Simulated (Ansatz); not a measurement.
# SiHCl2OF (SMILES O[Si](F)(Cl)Cl): the energy, rung by rung

The species is SiHCl2OF (6 atoms), meant as a singlet with charge 0. As SMILES, `O[Si](F)(Cl)Cl`. The shape was relaxed beforehand at r2SCAN/def2-SVP. This is one conformer, not always the lowest.

```xyz
6

O    -0.5224    0.4639    1.1326
Si    0.2160    0.0155   -0.2509
F     1.6032   -0.7400    0.0508
Cl   -0.9298   -1.2819   -1.3368
Cl    0.6219    1.6982   -1.3074
H    -0.9467   -0.2199    1.6656
```

Each level gives the dissociation energy of the Cl4–Si2 bond into doublet Cl and doublet SiHClOF (shapes relaxed at r2SCAN/def2-SVP, no zero-point term) (eV). The values are calculated.

```json
{"level": "HF/def2-SVP", "kind": "Hartree–Fock", "program": "Ansatz", "value (eV)": "3.87", "less CCSD(T)/def2-SVP": "-0.86", "CPU time (all runs)": "1.7 s"}
{"level": "SVWN5/def2-SVP", "kind": "LDA", "program": "Ansatz", "value (eV)": "5.57", "less CCSD(T)/def2-SVP": "+0.84", "CPU time (all runs)": "2.5 s"}
{"level": "PBE/def2-SVP", "kind": "GGA", "program": "Ansatz", "value (eV)": "4.87", "less CCSD(T)/def2-SVP": "+0.14", "CPU time (all runs)": "4.4 s"}
{"level": "PBE0-D4/def2-SVP", "kind": "global hybrid", "program": "Ansatz", "value (eV)": "4.97", "less CCSD(T)/def2-SVP": "+0.24", "CPU time (all runs)": "5.9 s"}
{"level": "wB97M-V/def2-SVP", "kind": "range-separated hybrid", "program": "Ansatz", "value (eV)": "5.18", "less CCSD(T)/def2-SVP": "+0.45", "CPU time (all runs)": "27 s"}
{"level": "B2PLYP/def2-SVP", "kind": "double hybrid", "program": "Ansatz", "value (eV)": "4.79", "less CCSD(T)/def2-SVP": "+0.06", "CPU time (all runs)": "8.2 s"}
{"level": "MP2/def2-SVP", "kind": "perturbation theory", "program": "Ansatz", "value (eV)": "4.89", "less CCSD(T)/def2-SVP": "+0.16", "CPU time (all runs)": "2 s"}
{"level": "CCSD(T)/def2-SVP", "kind": "coupled cluster or CI", "program": "Ansatz", "value (eV)": "4.73", "less CCSD(T)/def2-SVP": "0.00", "CPU time (all runs)": "14 s"}
```

CCSD(T)/def2-SVP is the highest level here, not the true value. The values span 3.87 to 5.57 eV. Hartree–Fock misses the correlation of the electron pair that is broken and comes out low. Measured bond enthalpies also hold zero-point and thermal terms, a few tenths of an eV less. In so small a basis fixed costs decide the times, and correlated methods can beat functionals. Times are those of the runs behind each value, whatever else they computed, on shared processors of several kinds: orders of magnitude only.

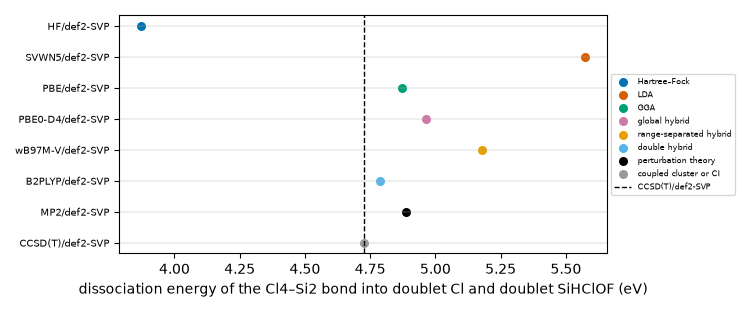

The values of the table, level by level.
